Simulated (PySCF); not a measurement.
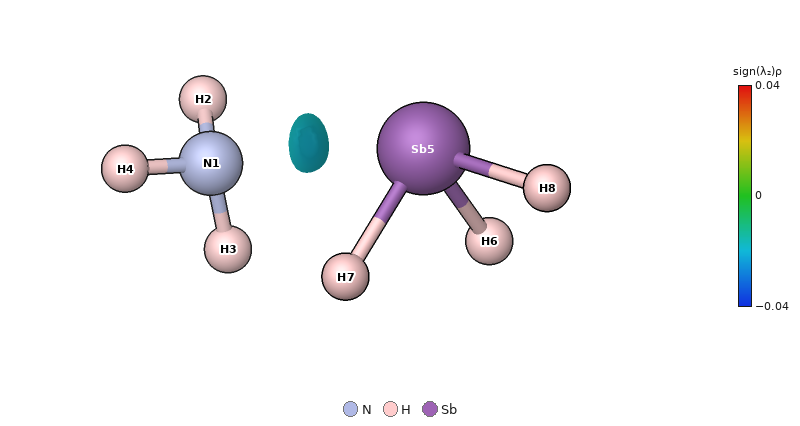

*H$_{6}$NSb, SMILES `N.[SbH3]`. Non-covalent interaction surfaces between the fragments (reduced density gradient s = 0.4, coloured by sign(λ₂)ρ in a.u.; trimmed to the region between the fragments where ρ is under 0.06 a.u.). Fragment A: NH3 (atoms 1–4); fragment B: SbH3.*

Computed with PySCF, HF/def2-SVPD, geometry: GFN2-xTB. Core potentials replace the inner electrons of Sb; spin–orbit coupling isn't included. GFN2-xTB bond lengths at metals and heavier atoms can be off by up to 0.1 Å and shapes distorted, which carries into these values.

Input script:

```python
import numpy as np
from pyscf import gto, scf, dft
from pyscf.scf import atom_ks, atom_hf
from scipy.linalg import block_diag
from pyscf.dispersion import dftd3

def solve(mol, dm0=None, hcore=None):
    mf = scf.UHF(mol) if mol.spin else scf.RHF(mol)
    mf = mf.density_fit(auxbasis='def2-universal-jkfit')
    mf.conv_tol, mf.max_cycle = 1e-8, 80
    if hcore is not None:
        mf.get_hcore = lambda *args: hcore
    mf.kernel(dm0)
    if not mf.converged:
        mf = mf.newton().run(mf.mo_coeff, mf.mo_occ, max_cycle=30)
    assert mf.converged, 'SCF not converged'
    return mf

mol = gto.M(atom='''
N      2.48693     0.00075    -0.01513
H      3.00840     0.61472    -0.62984
H      2.65503     0.30734     0.93534
H      2.87881    -0.92901    -0.10642
Sb    -0.46103    -0.00073    -0.05390
H     -0.18320     1.20220     1.09084
H     -0.15947    -1.15612     1.13263
H     -2.09575    -0.00703     0.43214
''', basis='def2-svpd', ecp={'Sb': 'def2-svpd'}, charge=0, spin=0, verbose=4)
mol_a = gto.M(atom='''
N      2.48693     0.00075    -0.01513
H      3.00840     0.61472    -0.62984
H      2.65503     0.30734     0.93534
H      2.87881    -0.92901    -0.10642
ghost-Sb    -0.46103    -0.00073    -0.05390
ghost-H     -0.18320     1.20220     1.09084
ghost-H     -0.15947    -1.15612     1.13263
ghost-H     -2.09575    -0.00703     0.43214
''', basis='def2-svpd', charge=0, spin=0, verbose=4)
mol_b = gto.M(atom='''
ghost-N      2.48693     0.00075    -0.01513
ghost-H      3.00840     0.61472    -0.62984
ghost-H      2.65503     0.30734     0.93534
ghost-H      2.87881    -0.92901    -0.10642
Sb    -0.46103    -0.00073    -0.05390
H     -0.18320     1.20220     1.09084
H     -0.15947    -1.15612     1.13263
H     -2.09575    -0.00703     0.43214
''', basis='def2-svpd', ecp={'Sb': 'def2-svpd'}, charge=0, spin=0, verbose=4)
ab, a, b = solve(mol), solve(mol_a), solve(mol_b)
e_int = ab.e_tot - a.e_tot - b.e_tot
print('counterpoise-corrected interaction energy / kcal/mol', e_int * 627.5095)
def disp(atoms, charge):
    m = gto.M(atom=atoms, charge=charge, basis='sto-3g', spin=None, unit='Bohr', verbose=0)
    return dftd3.DFTD3Dispersion(m, xc='hf', version='d3bj').get_dispersion()['energy']
e_disp = disp(mol._atom, mol.charge) - disp(mol._atom[:4], mol_a.charge) - disp(mol._atom[4:], mol_b.charge)
print('D3(BJ) part / kcal/mol', e_disp * 627.5095)
# spherically averaged free atoms, for the promolecule
atm = scf.atom_hf.get_atm_nrhf(mol)
pro = block_diag(*[(atm[a[0]][2] * atm[a[0]][3]) @ atm[a[0]][2].T for a in mol._atom])
np.savez('result.npz', e_int=e_int, e_disp=e_disp, dm_a=a.make_rdm1(), dm_b=b.make_rdm1(), c=ab.mo_coeff, occ=ab.mo_occ, eps=ab.mo_energy, pro=pro, d=[f.dip_moment(verbose=0) for f in (ab, a, b)])
```

Command:

```sh
OMP_NUM_THREADS=1 python input.py
```

The run took 2.4 s on 1 thread of Arm Neoverse V1 (shared host), peak memory 0.18 GiB.

Partitions, critical points and surface values were worked out afterwards from this run's density.

### Interpret the surfaces between the fragments.

Bond critical points between the fragments: N1···Sb5, 2.95 Å, ρ = 0.019 a.u. It appears blue-green. The pose is a local one from a semi-empirical search, not shown to be the most stable.

### How strongly are they bound?

The counterpoise-corrected interaction energy of the frozen fragments is +1.6 kcal/mol without dispersion correction and −2.7 kcal/mol with D3(BJ). The pair geometry is semi-empirical, not a minimum at this level.
